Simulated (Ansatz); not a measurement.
**Cl₃HMoO₂: density, localisation and related maps**

The calculation's input:

```
crystal:
  periodic: [false, false, false]
  atoms:
    - {symbol: O, position_ang: [-1.870973, -0.165626, 0.364883]}
    - {symbol: Mo, position_ang: [-0.327458, 0.049140, -0.148016]}
    - {symbol: O, position_ang: [0.619363, -0.892673, 1.136447]}
    - {symbol: Cl, position_ang: [0.153397, -1.584639, -1.663583]}
    - {symbol: Cl, position_ang: [-0.647834, 1.445189, -1.927955]}
    - {symbol: Cl, position_ang: [0.572979, 1.920960, 0.863622]}
    - {symbol: H, position_ang: [1.561826, -0.840352, 1.328804]}
basis:
  gaussian: {orbitals: def2-TZVPP}
hamiltonian: {xc: pbe0, dispersion: d4}
output: {orbitals: {seedname: orbitals}}
```

Launched as:

```sh
ansatz run in.yaml --threads 4 --pin off --events-out ev --progress --plain --max-ram 11315MiB
```

Geometry: PBE0-D4/def2-TZVP; core potentials replace the inner electrons of Mo.

These are results of RKS PBE0-D4/def2-TZVPP in Ansatz, not measurements.

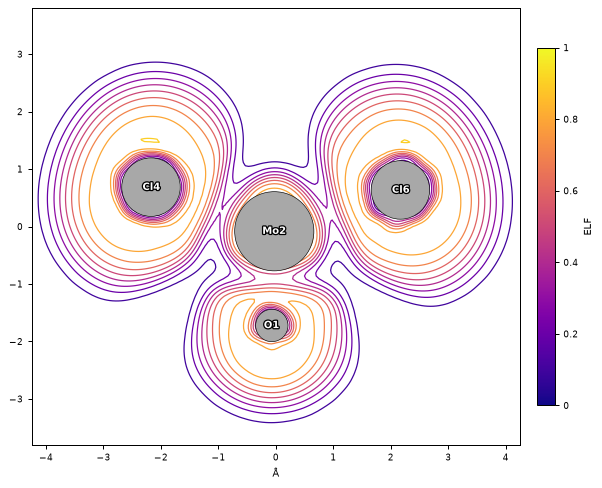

Figure 1. Electron localisation function on the plane of atoms O1, Mo2 and Cl6. Grey discs cover the atomic cores.

Read the bonding off the picture.

- Atoms in the plane: O, Mo and Cl.
- Mo–O (1.64 Å): the ELF peaks at about 0.80 in the valence shell of O, 0.5 Å from its nucleus, and drops to about 0.45 between the two atoms.
- Mo–Cl (2.28 Å): the ELF peaks at about 0.80 in the valence shell of Cl, 0.8 Å from its nucleus, and is about 0.45 at the midpoint.

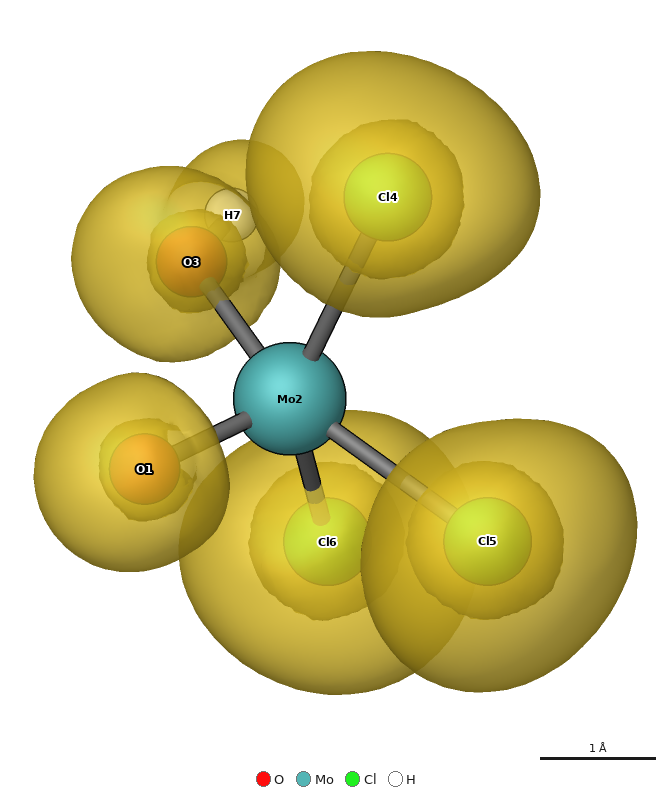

Figure 2. Isosurface of the ELF at 0.75 (yellow), seen at an oblique angle. Core shells and regions of very low density are left out.

Identify the bonds, lone pairs and shells in this picture.

The surface consists of three regions wrapped around Cl (the valence shell of each), one region wrapped around O (its valence shell) and one joined region spread over several atoms (H, O), in which their bonds and any lone pairs are merged.

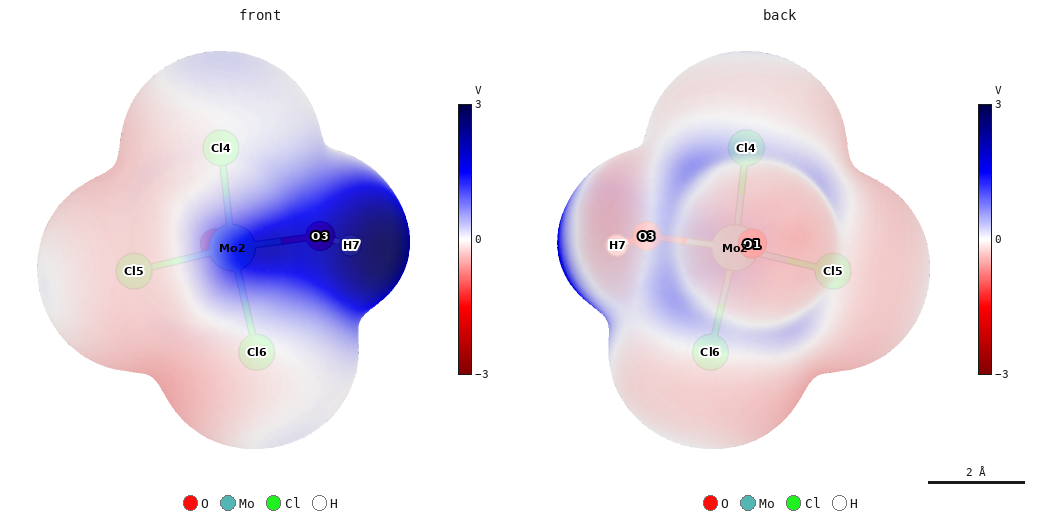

Figure 3. The molecular electrostatic potential painted on the density surface at 0.001 e/bohr³, seen from the front and from behind; the colour scale runs from red (negative) to blue (positive).

Describe the electrostatic potential map.

The most negative region (about −0.4 V, or −9 kcal/mol for a unit charge) lies over O1, Cl5 and Cl6, the most positive (about +2.8 V, or +65 kcal/mol for a unit charge) over H7.
